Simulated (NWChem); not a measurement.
**N2H3 (hydrazinyl radical) at 6 levels**

We compute a comparison of 6 runs (UHF/STO-3G, UB3LYP/6-31G*, UB3LYP/def2-TZVP, UM06-2X/def2-TZVP, UCCSD(T)/def2-TZVP) of N2H3 (hydrazinyl radical). 

Program for the calculation: NWChem 7.3.0.

2 further runs of the same task are left out: 2 set aside as unsound or not needed. Runs told in other sessions of the task aren't counted.

## (1) The molecule

The species is N2H3 (5 atoms), meant as a doublet with charge 0. As SMILES, `[NH]N`. The N1–N2 distance was set to 1.739 Å, away from the relaxed value.

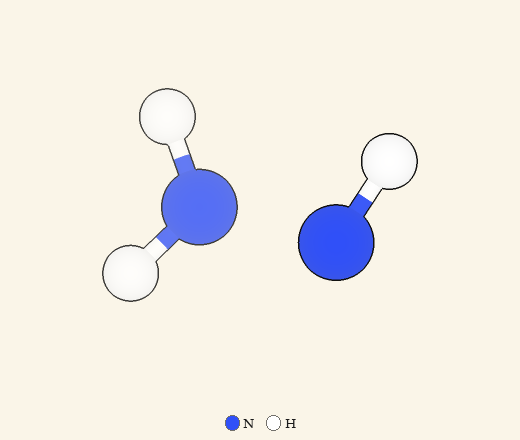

Viewed from a chosen angle; nitrogen blue, hydrogen white.

## (2) A single-point energy at UHF/STO-3G (run 1)

Contents of run.py:

```python
from ase import Atoms
from ase.calculators.nwchem import NWChem

molecule = Atoms(['N', 'N', 'H', 'H', 'H'], positions=[
    [-0.205284, -1.134179, 0.700811],
    [-0.128660, 0.235610, -0.368450],
    [0.742156, -1.267579, 1.058041],
    [-1.030950, 0.592300, -0.640030],
    [0.587360, 0.941580, -0.256830],
])

calc = NWChem(
    label='a',
    theory='scf',
    memory='2200 mb',
    basis='STO-3G',
    basispar='spherical bse',
    scf={'nopen': '1', 'uhf': None, 'thresh': '1e-08', 'maxiter': '80'},
    task='energy',
)
molecule.calc = calc

print(f"energy = {molecule.get_potential_energy():.6f} eV")
```

Command:

```console
$ export ASE_NWCHEM_COMMAND="nwchem PREFIX.nwi > PREFIX.nwo"
$ python run.py
```

Output:

```text
energy = -2968.365614 eV
```

The calculator wrote a.nwi:

```
title "a"

permanent_dir a

scratch_dir a

start a

geometry units angstrom nocenter noautosym noautoz
  N  -2.0528399999999999e-01 -1.1341790000000000e+00 7.0081099999999996e-01
  N  -1.2866000000000000e-01 2.3561000000000001e-01 -3.6845000000000000e-01
  H  7.4215600000000004e-01 -1.2675790000000000e+00 1.0580410000000000e+00
  H  -1.0309500000000000e+00 5.9230000000000005e-01 -6.4002999999999999e-01
  H  5.8735999999999999e-01 9.4157999999999997e-01 -2.5683000000000000e-01
end

memory 2200 mb

basis spherical bse noprint
   * library STO-3G
end

scf
  nopen 1
  uhf
  thresh 1e-08
  maxiter 80
end

task scf energy
```

a.nwo, shortened:

```text
[...]
      One electron energy =   -211.289299098082
[... 1 line left out ...]
 Nuclear repulsion energy =     31.325004454535
[... 25 lines left out ...]
          Final beta eigenvalues
[... 117 lines left out ...]
                     UHF Final Beta Molecular Orbital Analysis
[...]
```

Run time: 1.7 s. Hardware: 1 thread of Intel Xeon Platinum 8223CL at 3.00GHz (Skylake/Cascade Lake), shared host; peak memory 0.099 GiB.

## (3) A single-point energy at UB3LYP/6-31G(d) (spherical functions) (run 2)

Contents of input.nw:

```
start input
title "hydrazinyl radical"
memory 2200 mb
charge 0
geometry units angstrom noautosym nocenter noautoz
N     -0.205284    -1.134179     0.700811
N     -0.128660     0.235610    -0.368450
H      0.742156    -1.267579     1.058041
H     -1.030950     0.592300    -0.640030
H      0.587360     0.941580    -0.256830
end
basis spherical bse
* library 6-31G*
end
dft
xc b3lyp
mult 2
grid xfine
convergence energy 1e-08
maxiter 100
mulliken
end
task dft energy
```

Command:

```console
$ nwchem input.nw > input.out
```

Output:

```text
[...]
          Wavefunction type:  spin polarized.
          No. of atoms     :     5
          No. of electrons :    17
[...]
          Charge           :     0
          Spin multiplicity:     2
[...]
          AO basis - number of functions:    34
[...]
              XC Information
              --------------
                         B3LYP Method XC Potential
                     Hartree-Fock (Exact) Exchange  0.200
                        Slater Exchange Functional  0.800 local
                    Becke 1988 Exchange Functional  0.720 non-local
              Lee-Yang-Parr Correlation Functional  0.810
                  VWN I RPA Correlation Functional  0.190 local
[...]
 d= 0,ls=0.0,diis     1   -111.1306837284 -1.42D+02  6.60D-03  5.68D-02     1.3
[...]
 d= 0,ls=0.0,diis    13   -111.1590266457 -2.97D-09  5.14D-07  1.78D-10    14.9
[...]
         Total DFT energy =     -111.159026645668
      One electron energy =     -212.393066330974
           Coulomb energy =       84.676953384078
    Exchange-Corr. energy =      -14.767918153306
 Nuclear repulsion energy =       31.325004454535
[...]
      Total Density - Mulliken Population Analysis
     ---------------------------------------------
    Atom       Charge   Shell Charges
 -----------   ------   -------------------------------------------------------
    1 N    7     7.33   2.00  0.89  2.11  1.01  1.31  0.02
    2 N    7     7.65   2.00  0.79  2.41  0.87  1.57  0.03
    3 H    1     0.69   0.52  0.17
    4 H    1     0.66   0.50  0.15
    5 H    1     0.67   0.51  0.17
[...]
      <S2> =      0.7542 (Exact =     0.7500)
[...]
```

Wall time 16 s (1 thread of Intel Xeon Platinum 8223CL at 3.00GHz (Skylake/Cascade Lake), shared host); peak memory 0.12 GiB.

Runs 3 to 5 aren't shown in full; the table further down has their settings and results.

## (4) A single-point energy at UCCSD(T)/def2-TZVP (run 6)

Contents of calc.xyz:

```xyz
5

N     -0.205284    -1.134179     0.700811
N     -0.128660     0.235610    -0.368450
H      0.742156    -1.267579     1.058041
H     -1.030950     0.592300    -0.640030
H      0.587360     0.941580    -0.256830
```

Contents of calc.nw:

```
START calc
memory stack 330 mb heap 110 mb global 1760 mb

GEOMETRY noautosym nocenter noautoz
  load format xyz calc.xyz
END

BASIS spherical bse
  * library def2-TZVP
END

SCF
  nopen 1
  uhf
  thresh 1e-08
  maxiter 80
END

TCE
  scf
  ccsd(t)
  freeze core 2
  maxiter 60
END

TASK tce energy
```

Command:

```console
$ nwchem calc.nw > calc.out
```

Output:

```text
[...]
  functions       =    80
[...]
  wavefunction    = UHF
[...]
         Total SCF energy =   -110.556530103427
      One electron energy =   -212.172676514747
      Two electron energy =     70.291141956785
 Nuclear repulsion energy =     31.325004454535
                       Sz =      0.5000
                 Sz(Sz+1) =      0.7500
                      S^2 =      0.9193
[...]
         Wavefunction type : Unrestricted Hartree-Fock
          No. of electrons :    17
[...]
         Spin multiplicity : doublet
[...]
 CCSD total energy / hartree       =      -110.972700555590052
[...]
 CCSD[T] total energy / hartree       =      -110.993166277979171
[...]
 CCSD(T) total energy / hartree       =      -110.990947866635068
[...]
```

Wall time 2.2 min (1 thread of Intel Xeon Platinum 8223CL at 3.00GHz (Skylake/Cascade Lake), shared host); peak memory 1.3 GiB.

## (5) Overview of the runs

| run | level | iteration cap | module | energy (Eh) | dipole moment (D) of the reference | HOMO energy (eV) | LUMO energy (eV) | wall time |
| --- | --- | --- | --- | --- | --- | --- | --- | --- |
| 1 | UHF/STO-3G | 80 | scf | -109.085425 | 1.79 | -8.08 | 8.89 | 1.7 s |
| 2 | UB3LYP/6-31G* (spherical functions) | 100 | dft | -111.159027 | 2.15 | -6.32 | -2.09 | 16 s |
| 3 | UB3LYP/6-31G* (Cartesian functions) | 100 | dft | -111.161909 | 2.16 | – | – | 17 s |
| 4 | UB3LYP/def2-TZVP | 100 | dft | -111.220131 | 2.09 | -6.81 | -2.65 | 44 s |
| 5 | UM06-2X/def2-TZVP | 100 | dft | -111.152696 | 1.98 | -8.51 | -1.22 | 72 s |
| 6 | UCCSD(T)/def2-TZVP | 80 | tce | -110.990948 | – | -10.64 | 3.37 | 2.2 min |

## (6) Summary of results

```
                                                         quantity          value
                                              run 6: total energy  -110.99095 Eh
run 6: HOMO energy (Hartree–Fock orbitals) (highest over α and β)      -10.64 eV
 run 6: LUMO energy (Hartree–Fock orbitals) (lowest over α and β)        3.37 eV
               run 6: correlation energy (2 core orbitals frozen)     -434.4 mEh
                                            run 6: (T) correction     -18.25 mEh
                         run 6: ⟨S²⟩ of the reference determinant          0.919
```

What this shows: Over runs 1, 2, 3, 4, 5 the dipole moment (its size) runs from 1.79 D (UHF/STO-3G) to 2.16 D (UB3LYP/6-31G*). The two ends differ in method and basis. Totals of different functionals can't be ranked against each other. In run 1 the basis is minimal, so the values are rough. Spin contamination of the reference: run 1 ⟨S²⟩ = 0.98, run 6 ⟨S²⟩ = 0.92. All runs together took 4.8 min, the longest 2.2 min.
